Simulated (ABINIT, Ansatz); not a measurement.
# Converging GW for CsGeCl3 (R3m) in ABINIT, part 2 of 2

Aim: raise bands and screening cutoff together for CsGeCl3 (R3m) and follow gap and time.

ABINIT 10.8.3; LDA and many-body steps on it, plane waves. Known limits of the many-body steps: not at the basis limit; no spin-orbit coupling; coarse k mesh.

So far. Step 3 (Screening, 2×2×2 mesh, 86 bands, screening to 76.2 eV): Local fields lower ε∞ by 17 %. On a Γ-centred mesh this coarse the value itself is usually too large, while a short band sum pulls it down. Step 4 (86 bands, 76.2 eV): The gap on the mesh goes from 1.98 eV to 3.61 eV, a correction of +1.64 eV.

### 6. 224 bands, 141.5 eV

This step: G0W0 on LDA, plane waves, norm-conserving pseudopotentials.

The input, run.abi:

```
acell 3*1.0 Angstrom
rprim 
  3.846816390705 2.220960478697 3.178300533600
  -3.846816390705 2.220960478697 3.178300533600
  0.000000000000 -4.441920957394 3.178300533600
ntypat 3
znucl 55 32 17
natom 5
typat 1 2 3 3 3
xred 
  0.998403350000 0.998403350000 0.998403350000
  0.515533150000 0.515533150000 0.515533150000
  0.496712670000 0.496712670000 0.948638170000
  0.496712670000 0.948638170000 0.496712670000
  0.948638170000 0.496712670000 0.496712670000
pp_dirpath "pseudos"
pseudos "Cs.upf, Ge.upf, Cl.upf"
ecut 56
ngkpt 2 2 2
nshiftk 1
shiftk 0 0 0
kptopt 1
chksymbreak 0
istwfk *1
occopt 1
irdwfk 1
optdriver 4
nband 224
gwcalctyp 0
ecutsigx 56
symsigma 1
nkptgw 2
kptgw 
  0.5000000000 0.5000000000 0.5000000000
  0.0000000000 0.0000000000 0.0000000000
bdgw 
  25 28
  24 29
ecuteps 5.2
irdscr 1
ppmodel 1
indata_prefix "in"
outdata_prefix "out"
tmpdata_prefix "tmp"
```

The run is started by

```console
OMP_NUM_THREADS=1 mpirun -n 16 abinit run.abi > log
```

Numbers of over 12 decimals in the logs are rounded to 6 here.

The log of the run:

```text
.Version 10.8.3 of ABINIT. v10.8.2 released Aug 2026.

 Symmetries : space group R3 m (#160); Bravais hR (rhombohedral)
[... echo of the input left out ...]
== DATASET  1 ==================================================================
-   mpi_nproc: 16, omp_nthreads: 1 (-1 if OMP is not activated)

--- !DatasetInfo
iteration_state: {dtset: 1, }
dimensions: {natom: 5, nkpt: 4, mband: 224, nsppol: 1, nspinor: 1, nspden: 1, mpw: 22041, }
cutoff_energies: {ecut:  56.0, pawecutdg:  -1.0, }
electrons: {nelect:   5.20000000E+01, charge:   0.00000000E+00, occopt:   1.00000000E+00, tsmear:   1.00000000E-02, }

 SIGMA: Calculation of the GW corrections

 Based on a program developped by R.W. Godby, V. Olevano, G. Onida, and L. Reining.
 Incorporated in ABINIT by V. Olevano, G.-M. Rignanese, and M. Torrent.
.Using double precision arithmetic ; gwpc =  8

[... cell and pseudopotentials left out ...]
--------------------------------------------------------------------------------

 ==== K-mesh for the wavefunctions ====
 Number of points in the irreducible wedge :     4
[... list of points left out ...]
 Together with  6 symmetry operations and time-reversal symmetry
 yields     8 points in the full Brillouin Zone.

 ==== Q-mesh for screening function ====
 Number of points in the irreducible wedge :     4
[... list of points left out ...]
 Together with  6 symmetry operations and time-reversal symmetry
 yields     8 points in the full Brillouin Zone.

 vcoul_init : cutoff-mode = AUXILIARY_FUNCTION
 q-points for optical limit:   1
     1)      0.000010    0.000020    0.000030
 setmesh: FFT mesh size selected  =    72x   72x   72
          total number of points  =       373248

 Number of electrons calculated from density =   52.0000; Expected =   52.0000
[...]
number of omega for Sigma on real axis              0
 max omega for Sigma on real axis  [eV]           0.00
 zcut for avoiding poles [eV]                     0.10

 EPSILON^-1 parameters (SCR file):
 dimension of the eps^-1 matrix on file            619
 dimension of the eps^-1 matrix used               619
 number of plane-waves for wavefunctions         22041
 number of bands                                   224
 number of q-points in IBZ                           4
 number of frequencies                               2
 number of real frequencies                          1
 number of imag frequencies                          1

 matrix elements of self-energy operator (all in [eV])

 Perturbative Calculation

--- !SelfEnergy_ee
iteration_state: {dtset: 1, }
kpoint     : [   0.500,    0.500,    0.500, ]
spin       : 1
KS_gap     :    1.977
QP_gap     :    3.640
Delta_QP_KS:    1.663
data: !SigmaeeData |
     Band     E0 <VxcDFT>   SigX SigC(E0)      Z dSigC/dE  Sig(E)    E-E0       E
       25  -0.190 -14.219 -18.514   2.877   0.771  -0.298 -15.312  -1.093  -1.283
       26   1.959 -14.764 -16.833   1.393   0.787  -0.271 -15.296  -0.532   1.427
       27   3.936 -11.282  -6.604  -3.277   0.807  -0.238 -10.151   1.131   5.067
[...]
--- !SelfEnergy_ee
iteration_state: {dtset: 1, }
kpoint     : [   0.000,    0.000,    0.000, ]
spin       : 1
KS_gap     :    5.520
QP_gap     :    7.284
Delta_QP_KS:    1.764
data: !SigmaeeData |
     Band     E0 <VxcDFT>   SigX SigC(E0)      Z dSigC/dE  Sig(E)    E-E0       E
[...]
28   6.059  -7.267  -2.987  -3.276   0.840  -0.190  -6.424   0.844   6.902
       29   6.059  -7.267  -2.987  -3.276   0.840  -0.190  -6.424   0.844   6.902

== END DATASET(S) ==============================================================
================================================================================

 -outvars: echo values of variables after computation  --------
           etotal      0.0000000000E+00
            nband         224
             nkpt           4
          spgroup         160
 [... the other variables as echoed above ...]

 Calculation completed.
```

It took 17 s on 16 MPI ranks of Arm Neoverse V1, shared host; peak memory 6.1 GiB.

This step gave:

```
G0W0 gap on the points computed              : 3.64 eV
starting gap on the mesh                     : 1.977 eV
k of the valence top                         : 0.5, 0.5, 0.5
k of the conduction bottom                   : 0.5, 0.5, 0.5
Z at the valence top                         : 0.787
Z at the conduction bottom                   : 0.807
least direct G0W0 gap on the computed points : 3.64 eV
```

Against G0W0 in ABINIT (2×2×2 mesh, 86 bands, screening to 76.2 eV, Godby-Needs plasmon pole), the gap moves by +0.026 eV.

### 7. Screening, 2×2×2 mesh, 512 bands, screening to 217.7 eV

This step: RPA screening on LDA, plane waves, norm-conserving pseudopotentials.

run.abi: that of step 6 with these lines changed.

```diff
@@ -26,17 +26,8 @@
 irdwfk 1
-optdriver 4
-nband 224
-gwcalctyp 0
-ecutsigx 56
-symsigma 1
-nkptgw 2
-kptgw 
-  0.5000000000 0.5000000000 0.5000000000
-  0.0000000000 0.0000000000 0.0000000000
-bdgw 
-  25 28
-  24 29
-ecuteps 5.2
-irdscr 1
-ppmodel 1
+optdriver 3
+nband 512
+ecuteps 8
+inclvkb 2
+awtr 1
+symchi 1
 indata_prefix "in"
```

The log of the run:

```text
.Version 10.8.3 of ABINIT. v10.8.2 released Aug 2026.

 Symmetries : space group R3 m (#160); Bravais hR (rhombohedral)
[... echo of the input left out ...]
== DATASET  1 ==================================================================
-   mpi_nproc: 16, omp_nthreads: 1 (-1 if OMP is not activated)

--- !DatasetInfo
iteration_state: {dtset: 1, }
dimensions: {natom: 5, nkpt: 4, mband: 512, nsppol: 1, nspinor: 1, nspden: 1, mpw: 22041, }
cutoff_energies: {ecut:  56.0, pawecutdg:  -1.0, }
[...]
--------------------------------------------------------------------------------
[... chi0 elements left out ...]
 For q-point:  0.000010 0.000020 0.000030
  dielectric constant =   5.9647
  dielectric constant without local fields =   7.2370

  Average fulfillment of the sum rule on Im[epsilon] for q-point    1 :     69.55  [%]
[... wings left out ...]
  q-point number  2        q = ( 0.500000, 0.000000, 0.000000) [r.l.u.]
--------------------------------------------------------------------------------
[... chi0 elements left out ...]
  Average fulfillment of the sum rule on Im[epsilon] for q-point    2 :     71.63  [%]

 [... 2 further q-points ...]
```

Wall time 3.5 min (16 MPI ranks); peak memory 13 GiB; 56 min of CPU time.

Numbers from this step:

| Item | Value |
| --- | --- |
| ε∞ with local fields, on this mesh, along the program's q direction | 5.965 |
| the same without local fields | 7.237 |
| plasma frequency | 20.98 eV |
| plane waves in the screening matrix | 1207 |

### 8. 512 bands, 217.7 eV

This step: G0W0 on LDA, plane waves, norm-conserving pseudopotentials.

run.abi: that of step 7 with these lines changed.

```diff
@@ -26,8 +26,17 @@
 irdwfk 1
-optdriver 3
+optdriver 4
 nband 512
+gwcalctyp 0
+ecutsigx 56
+symsigma 1
+nkptgw 2
+kptgw 
+  0.5000000000 0.5000000000 0.5000000000
+  0.0000000000 0.0000000000 0.0000000000
+bdgw 
+  25 28
+  24 29
 ecuteps 8
-inclvkb 2
-awtr 1
-symchi 1
+irdscr 1
+ppmodel 1
 indata_prefix "in"
```

The log of the run:

```text
.Version 10.8.3 of ABINIT. v10.8.2 released Aug 2026.

 Symmetries : space group R3 m (#160); Bravais hR (rhombohedral)
[... echo of the input left out ...]
== DATASET  1 ==================================================================
-   mpi_nproc: 16, omp_nthreads: 1 (-1 if OMP is not activated)

--- !DatasetInfo
iteration_state: {dtset: 1, }
dimensions: {natom: 5, nkpt: 4, mband: 512, nsppol: 1, nspinor: 1, nspden: 1, mpw: 22041, }
cutoff_energies: {ecut:  56.0, pawecutdg:  -1.0, }
[...]
Band     E0 <VxcDFT>   SigX SigC(E0)      Z dSigC/dE  Sig(E)    E-E0       E
[...]
28   6.059  -7.267  -2.987  -3.402   0.840  -0.191  -6.530   0.737   6.796
       29   6.059  -7.267  -2.987  -3.402   0.840  -0.191  -6.530   0.737   6.796

== END DATASET(S) ==============================================================
================================================================================

 -outvars: echo values of variables after computation  --------
           etotal      0.0000000000E+00
            nband         512
             nkpt           4
          spgroup         160
 [... the other variables as echoed above ...]

 Calculation completed.
```

Wall time 94 s (16 MPI ranks); peak memory 13 GiB.

Numbers from this step:

| Property | Result |
| --- | --- |
| G0W0 gap on the points computed | 3.722 eV |
| starting gap on the mesh | 1.977 eV |
| k of the valence top | 0.5, 0.5, 0.5 |
| k of the conduction bottom | 0.5, 0.5, 0.5 |
| least direct G0W0 gap on the computed points | 3.722 eV |

Against G0W0 in ABINIT (2×2×2 mesh, 224 bands, screening to 141.5 eV, Godby-Needs plasmon pole), the gap moves by +0.082 eV.

### 9. The runs together

Times are wall times on 16 MPI ranks of Arm Neoverse V1, shared host, good to a factor of about two. A run's time includes the screening step that it read.

```csv
run,mesh,bands,screening cutoff (eV),DFT gap (eV),gap on the mesh (eV),direct (eV),ε∞ used,time
"86 bands, 76.2 eV",2×2×2,86,76.2,1.977,3.614,3.614,5.96,25 s
"224 bands, 141.5 eV",2×2×2,224,141.5,1.977,3.640,3.640,5.96,72 s
"512 bands, 217.7 eV",2×2×2,512,217.7,1.977,3.722,3.722,5.96,5.1 min
```

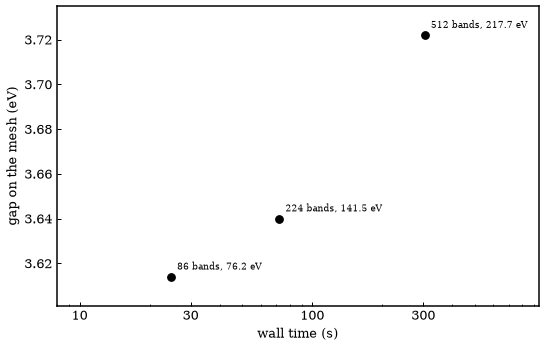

Result against wall time.

### 10. What came out

| Quantity | Value |
| --- | --- |
| 86 bands, 76.2 eV | 3.614 eV |
| 224 bands, 141.5 eV | 3.640 eV |
| 512 bands, 217.7 eV | 3.722 eV |
| known limits | not at the basis limit; no spin-orbit coupling; coarse k mesh |

In words: From the first rung to the last the gap moves by +0.11 eV for 12 times the time. The steps are not yet shrinking, so no limit is drawn. In the G0W0 runs levels were corrected at 2 k points alone, so a gap called «on the mesh» is the least over those, and an edge elsewhere would be missed. The 2×2×2 mesh is coarse for this cell, which bears on the long-range parts of exchange and screening. The many-body steps are scalar-relativistic: spin-orbit coupling is not in them.

[Paths, hosts, dates, memory and timing lines, banners, echoed tables and standing remarks are left out of the program output.]

[Logs are printed without paths, hosts, clocks, repeated set-up lines and the standing remarks that a program may print on its own settings, such as how far it seeks lower states.]

[Runs of the session that timed out or met a known fault of the program may be left out.]

[Hosts, paths, dates, database ids (printed as entryN), source tags and the programs' standing remarks are cut or masked in the printed files.]

[G0W0 gaps are taken among the corrected bands and points alone; a level outside them can change the order at an edge.]

[Where Ansatz stands beside ABINIT at settings called matched, ABINIT's density can come from a denser mesh and the files from another edition; pairs whose starting gaps differed by over 0.03 eV were left out, so agreement reads better than it is.]
